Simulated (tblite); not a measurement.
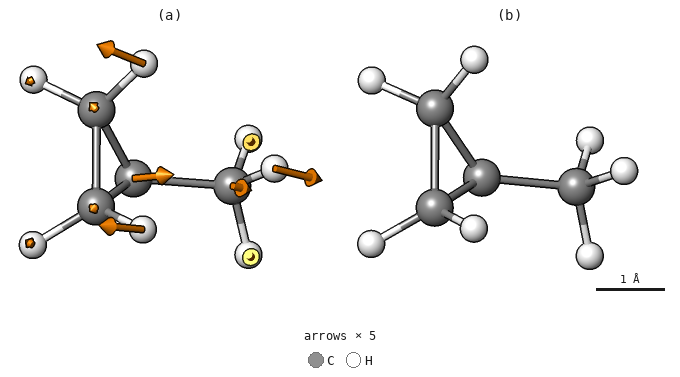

The structure of C4H7 (multiplicity 2) before (left) and after (right) a relaxation, at one scale. The orange arrows give the displacements, magnified 5 times.

Style: ball-and-stick. Shown at a tilt.

Method: GFN2-xTB geometry optimisation, gas phase (tblite). 

> Summarise the run.

The largest moves after the best rigid fit, 0.19 Å, are those of H atoms. By element the largest moves are H 0.19 Å, C 0.15 Å. Near-neighbour distances that change, for instance: C–C 1.483 → 1.522 Å, C–C 1.433 → 1.465 Å, C–C 1.493 → 1.472 Å, C–H 1.092 → 1.082 Å. Among the angles between lasting bonds that change: C–C–C 123.4° → 132.7°, C–C–H 115.3° → 119.4°, C–C–H 115.5° → 119.5°. The energy falls by 17.4 kJ/mol in 29 geometry steps.
